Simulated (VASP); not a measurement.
Band structure of C (relaxed from the layer:graphite structure). Method: HSE06 screened hybrid, VASP's PBE PAW potentials (set 64) (plane waves; VASP).

The cell holds a wide vacuum, so values per volume refer to the whole cell.

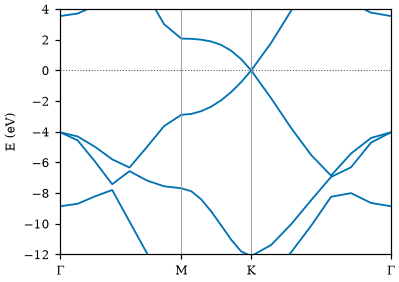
Figure. Bands along high-symmetry lines, zero at the valence-band maximum or, without a gap, the Fermi level

Problem. Read the plot: is there a gap, and where are the band edges?

Solution. It has no gap at this level: it comes out as a metal or semimetal.

The cell is a sheet with vacuum, built from a generated structure. The cell's shape comes from a PBE relaxation.
